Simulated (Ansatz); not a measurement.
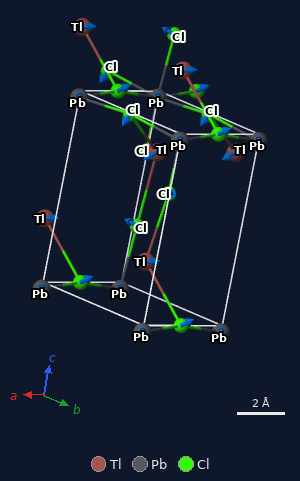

A relaxation of solid Tl2PbCl4 (built on the K2MgH4-139 type type). The starting structure is drawn; blue arrows show the displacements (the part carried along by the change of the cell is left out), at their true length.

A ball-and-stick model of the cell of the calculation, reduced to other axes, seen from a free direction. Lengths and directions refer to the drawn axes.

Case: shaken.

All numbers below come from Ansatz 0.2.0, DFT, PBEsol, plane waves, PAW. (plane-wave cutoff 420 eV; k-point mesh 4 × 4 × 4; occupations fermi dirac; smearing width 0.05 eV; no spin polarisation; cell and atoms relaxed; force threshold 0.01 eV/Å; at most 120 steps)

**What happened in the run?**

After 14 accepted moves (17 points after the start) the energy has fallen by 113 meV per atom. The largest force component goes from 1.8 to 0.0011 eV/Å. The pressure goes from 0.66 to 0.00 GPa. The line search rejected the trial steps at points 5, 15 of the run. At 1 point the geometry stayed and the basis and grid were re-selected for the new cell (energy shift of less than 0.05 meV per atom at most each time). The largest moves relative to the cell, 0.74 Å, are those of Tl and Cl atoms. By element the largest moves are Tl 0.74 Å, Cl 0.74 Å, Pb 0.27 Å. The drawn cell changes as follows: a 5.631 → 5.553 Å (−1.4 %), b 5.655 → 5.552 Å (−1.8 %), c 8.653 → 8.702 Å (+0.6 %), α 108.0° → 106.6°, β 108.1° → 106.5°, γ 90.8° → 96.1°; the volume changes by −2.4 %. Among the contacts that change: Cl–Tl 4.069 → 3.165 Å, Cl–Tl 4.006 → 3.115 Å, Cl–Tl 3.957 → 3.165 Å, Cl–Tl 3.850 → 3.115 Å. Among the angles between lasting bonds that change: Cl–Pb–Cl 83.9° → 116.9°, Cl–Pb–Cl 90.5° → 118.7°, Cl–Pb–Cl 97.7° → 79.3°. The space group (tolerance 0.01 Å) goes from P1 (No. 1) to C2 (No. 5).
